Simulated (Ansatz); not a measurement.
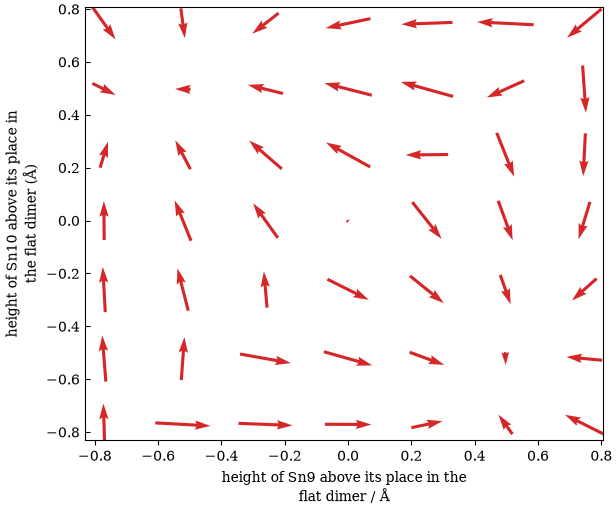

A Sn(100) slab cut from the Fd-3m phase, its lower face capped with 4 H atoms (14 atoms in the cell). 
- Two atoms of the surface dimers are held at set heights.
- Coordinates scanned: (1) height of Sn9 above its place in the flat dimer; (2) height of Sn10 above its place in the flat dimer.
- Relaxed at each point: all atoms of the upper layers, but for the two heights.
- The scan uses a 7 × 7 grid; 28 points were computed and 21 follow by symmetry.
- Points are written as (first, second).
- The calculation used Ansatz 0.2.0, DFT PBEsol, scalar-relativistic, plane waves, PAW. Settings: cutoff 420 eV, k-mesh 3×6×1, gaussian smearing 0.05 eV, no spin polarisation.

The picture shows arrows along the force (downhill), their lengths compressed.

The arrows alone are given. Where are the wells?

The arrows converge at about (−0.591 Å, 0.491 Å); about (0.49 Å, −0.60 Å) (read from the interpolated surface).

The energy map of the same scan:

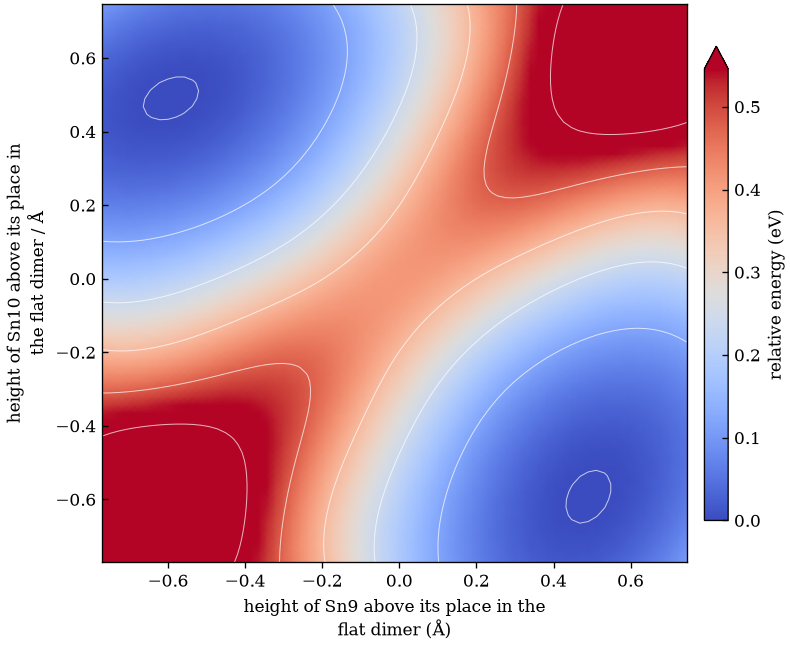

Energies are in eV, from the lowest grid point; between grid points the surface is interpolated.
